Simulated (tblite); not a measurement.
# CH3BCl4Ge: the cost of one run

The runs use tblite 0.8.0 and PySCF 2.14.0, with density-fitted response routines of our own; the level of theory stands in each step. All values are computed, except where a source is named. Atoms count from 0, in the outputs and in this text.

### 1 The molecule as given

10 atoms, charge 0, multiplicity 1; geometry from: force field or distance geometry start.

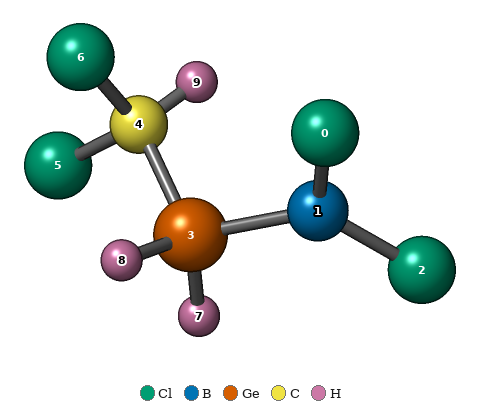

The starting geometry (chlorine teal, boron blue, germanium orange, carbon yellow, hydrogen pink), atoms numbered.

### 2 Optimising the geometry with GFN2-xTB

The job: settings as JSON, then the geometry in Å.

```
{"job": {"kind": "relax", "xc": "GFN2-xTB", "basis": "xTB"}, "charge": 0, "multiplicity": 1}
Cl     1.762000     2.386300    -0.093800
B      1.757000     0.567500    -0.204100
Cl     3.144200    -0.396900    -0.957200
Ge     0.194100    -0.415700     0.574200
C     -1.440100    -0.144300    -0.448000
Cl    -2.477600    -1.541900    -0.144400
Cl    -2.183800     1.360000     0.173300
H      0.521400    -1.934800     0.598800
H     -0.080300     0.128100     1.992900
H     -1.188000    -0.003600    -1.514200
```

Launch:

```bash
$ OMP_NUM_THREADS=1 python probes_run.py task.json out
```

One launch serves the whole session: the jobs run in the order shown.

**Question.** How long does this first job take on 1 thread of Arm Neoverse N1, shared host, and how much memory does it need?

About 1.8 s, with a peak of 0.18 GiB.
